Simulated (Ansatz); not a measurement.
# BNH2 (SMILES B[N]) at 6 levels

Aim: a comparison of 6 runs (U-r2SCAN0/STO-3G, UHSE06/STO-3G, USVWN5/STO-3G, RPA@PBE/STO-3G, UCCSDT(Q)/STO-3G, UCCSD/STO-3G) of BNH2. 

The results are computed with Ansatz 0.2.0.

50 further runs of the same task are left out: 50 set aside as unsound or not needed.

### 1 The molecule

The species is BNH2 (4 atoms), meant as a triplet with charge 0. SMILES: `B[N]`. The H4–B1 distance was set to 1.776 Å, away from the relaxed value. At this shape a bond of the SMILES string is far longer than usual.

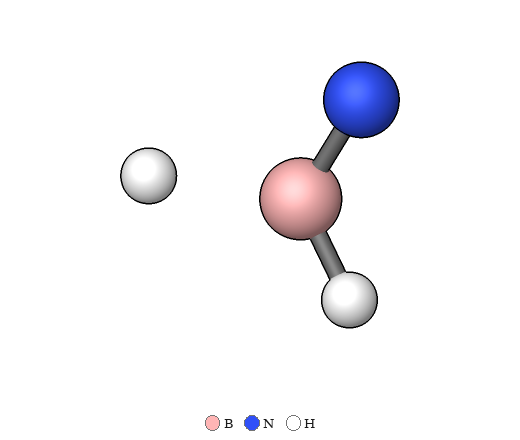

Viewed from a chosen angle; boron pink, nitrogen blue, hydrogen white.

### 2 The energy at U-r2SCAN0/STO-3G (run 1)

File input.yaml:

```yaml
crystal:
  periodic: [false, false, false]
  atoms:
    - {symbol: B, position_ang: [-0.079071, -0.319670, 0.468291]}
    - {symbol: "N", position_ang: [0.998459, -0.517910, 1.189901]}
    - {symbol: H, position_ang: [-1.100241, -0.800240, 0.826821]}
    - {symbol: H, position_ang: [0.050890, 0.659060, -1.008340]}
basis:
  gaussian:
    orbitals: STO-3G
magnetization:
  spin_polarized: true
  initial_magnetization: 2
hamiltonian:
  xc: {name: r2SCAN0}
accuracy: high
```

Started as:

```sh
$ ansatz run input.yaml --threads 1 --pin off --max-ram 2610MiB --events-out events.jsonl --progress --plain --runs-dir runs
```

The log of the run:

```text
Warning: RAYON_NUM_THREADS=1 ignored (pool sized by the plan → 1); use --threads N
Functional definition: r2SCAN0
  name "r2SCAN0"
  parameter a = 0.25
  parameter k0 = 0.174
  parameter k1 = 0.065
  parameter a1 = 4.9479
  exchange = (1 - a)*r2scan_x(k0 = k0, k1 = k1, a1 = a1) + a*exact_x
  correlation = r2scan_c
187 factors; integrals over basis functions are off by at most 1.1e-8 eV
mean field evaluation 1: about -2162.2298 eV, gradient 8.4e0 eV
mean field evaluation 2: about -2162.4759 eV, gradient 8.0e0 eV
mean field evaluation 4: about -2162.9400 eV, gradient 6.0e-1 eV
mean field evaluation 8: about -2162.9107 eV, gradient 4.2e-2 eV
mean field evaluation 16: about -2162.9108 eV, gradient 5.4e-5 eV
mean field evaluation 32: about -2162.9112 eV, gradient 2.5e-5 eV
mean field evaluation 64: about -2162.9112 eV, gradient 7.6e-6 eV
mean field -2162.91121468 eV, -79.4855210656 hartree, gradient 5.9e-8 eV, S^2 2.069788; 2 other end points of the search recorded, 0 dependent functions left out
reference -2162.91121518 eV, -79.4855210841 hartree; 8, 6 occupied and 4, 6 virtual orbitals, 187 factors
Total energy: -2162.91121518 eV, -79.4855210841 hartree
```

It took 11 s on 1 thread of Arm Neoverse V1, shared host; peak memory 0.17 GiB.

### 3 A single-point energy at UHSE06/STO-3G (run 2)

File molecule.yaml:

```yaml
crystal:
  periodic: [false, false, false]
  atoms:
    - {symbol: B, position_ang: [-0.079071, -0.319670, 0.468291]}
    - {symbol: "N", position_ang: [0.998459, -0.517910, 1.189901]}
    - {symbol: H, position_ang: [-1.100241, -0.800240, 0.826821]}
    - {symbol: H, position_ang: [0.050890, 0.659060, -1.008340]}
basis:
  gaussian: {orbitals: STO-3G}
magnetization: {spin_polarized: true, initial_magnetization: 2}
hamiltonian: {xc: {name: HSE06}}
accuracy: high
```

Started as:

```sh
$ ansatz run molecule.yaml --threads 1 --pin off --max-ram 2610MiB --events-out events.jsonl --progress --plain --runs-dir runs
```

The log of the run:

```text
Warning: RAYON_NUM_THREADS=1 ignored (pool sized by the plan → 1); use --threads N
Functional definition: HSE06
  name "HSE06"
  parameter a = 0.25
  parameter omega = 0.11/bohr
  exchange = pbe_x - a*pbe_x_sr(omega) + a*exact_x_sr(omega)
  correlation = pbe_c
187 factors; integrals over basis functions are off by at most 1.1e-8 eV
49 factors; integrals over basis functions are off by at most 4.6e-10 eV
mean field evaluation 1: about -2160.8817 eV, gradient 7.9e0 eV
mean field evaluation 2: about -2160.8358 eV, gradient 9.5e0 eV
mean field evaluation 4: about -2161.4501 eV, gradient 6.9e-1 eV
mean field evaluation 8: about -2161.4178 eV, gradient 3.1e-2 eV
mean field evaluation 16: about -2161.4178 eV, gradient 3.3e-5 eV
mean field evaluation 32: about -2161.4178 eV, gradient 1.4e-3 eV
mean field -2161.41783202 eV, -79.4306402652 hartree, gradient 1.9e-8 eV, S^2 2.036880; 2 other end points of the search recorded, 0 dependent functions left out
reference -2161.41783354 eV, -79.4306403210 hartree; 8, 6 occupied and 4, 6 virtual orbitals, 187 factors
Total energy: -2161.41783354 eV, -79.4306403210 hartree
```

It took 5.4 s on 1 thread of Arm Neoverse V1, shared host; peak memory 0.1 GiB.

Run 3 isn't shown in full; the table further down has it.

### 4 The energy at RPA@PBE/STO-3G (run 4)

input.yaml, as its differences from that of step 2:

```diff
@@ -8,9 +8,6 @@
 basis:
-  gaussian:
-    orbitals: STO-3G
-magnetization:
-  spin_polarized: true
-  initial_magnetization: 2
-hamiltonian:
-  xc: {name: r2SCAN0}
+  gaussian: {orbitals: STO-3G}
+magnetization: {spin_polarized: true, initial_magnetization: 2}
+hamiltonian: {xc: {name: PBE}}
+correlation: {method: rpa, frozen_orbitals: {B: 1, H: 0, "N": 1}}
 accuracy: high
```

Started as:

```sh
$ ansatz run input.yaml --threads 1 --pin off --max-ram 2610MiB --events-out events.jsonl --progress --plain --runs-dir runs
```

The log of the run, shortened:

```text
Warning: RAYON_NUM_THREADS=1 ignored (pool sized by the plan → 1); use --threads N
Functional definition: PBE
  name "PBE"
[...]
187 factors; integrals over basis functions are off by at most 1.1e-8 eV
[...]
mean field -2161.23497007 eV, -79.4239202124 hartree, gradient 2.4e-8 eV, S^2 2.021971; 9 other end points of the search recorded, 0 dependent functions left out
2 core orbitals not correlated: weight in the atoms' cores, before any rotation towards them, 1.000 or more for the frozen orbitals, at most 0.000 for the correlated occupied ones
reference -2150.73446823 eV, -79.0380338872 hartree; 6, 4 occupied and 4, 6 virtual orbitals, 187 factors
Total energy: -2156.12664434 eV, -79.2361927043 hartree
```

Run time: 4.2 s. Hardware: 1 thread of Arm Neoverse V1, shared host; peak memory 0.11 GiB.

Run 5 isn't shown in full; the table further down has it.

### 5 A single-point energy at UCCSD/STO-3G (run 6)

File in.yaml:

```yaml
crystal:
  periodic: [false, false, false]
  atoms:
    - {symbol: B, position_ang: [-0.079071, -0.319670, 0.468291]}
    - {symbol: N, position_ang: [0.998459, -0.517910, 1.189901]}
    - {symbol: H, position_ang: [-1.100241, -0.800240, 0.826821]}
    - {symbol: H, position_ang: [0.050890, 0.659060, -1.008340]}
basis:
  gaussian: {orbitals: STO-3G}
magnetization: {spin_polarized: true, initial_magnetization: 2}
scf: {omitted_lower_state_checks: [cluster_reference, increment]}
accuracy: high
correlation: {method: ccsd, frozen_orbitals: {B: 1, H: 0, "N": 1}}
```

Started as:

```sh
$ ansatz run in.yaml --threads 1 --pin off --max-ram 2610MiB --events-out events.jsonl --progress --plain --runs-dir runs
```

The log of the run:

```text
Warning: RAYON_NUM_THREADS=1 ignored (pool sized by the plan → 1); use --threads N
[... 13 lines left out ...]
2 core orbitals not correlated: weight in the atoms' cores, before any rotation towards them, 1.000 or more for the frozen orbitals, at most 0.000 for the correlated occupied ones
[... 39 lines left out ...]
Total energy: -2154.44927972 eV, -79.1745506916 hartree
Checks for a lower state left out: cluster_reference, increment
```

Run time: 0.18 s. Hardware: 1 thread of Arm Neoverse V1, shared host.

### 6 Overview of the runs

| run | level | frozen core orbitals | energy (Eh) | ⟨S²⟩ | wall time |
| --- | --- | --- | --- | --- | --- |
| 1 | U-r2SCAN0/STO-3G | – | -79.485521 | 2.070 | 11 s |
| 2 | UHSE06/STO-3G | – | -79.430640 | 2.037 | 5.4 s |
| 3 | USVWN5/STO-3G | – | -78.763048 | 2.021 | 1.2 s |
| 4 | RPA@PBE/STO-3G | 2 | -79.236193 | 2.022 | 4.2 s |
| 5 | UCCSDT(Q)/STO-3G | 2 | -79.177100 | 2.233 | 0.69 s |
| 6 | UCCSD/STO-3G | 2 | -79.174551 | 2.233 | 0.18 s |

### 7 Outcome

| quantity | value |
| --- | --- |
| run 6: total energy | -79.17455 Eh |
| run 6: correlation energy (2 core orbitals frozen) | -90.6 mEh |
| run 6: ⟨S²⟩ of the reference determinant | 2.233 |
| run 6: T1 diagnostic | 0.044 |

In words: Totals of different functionals can't be ranked against each other. In runs 1, 2, 3, 4, 5, 6 the basis is minimal, so the values are rough. Spin contamination of the reference: run 5 ⟨S²⟩ = 2.23, run 6 ⟨S²⟩ = 2.23. All runs together took 23 s, the longest 11 s.
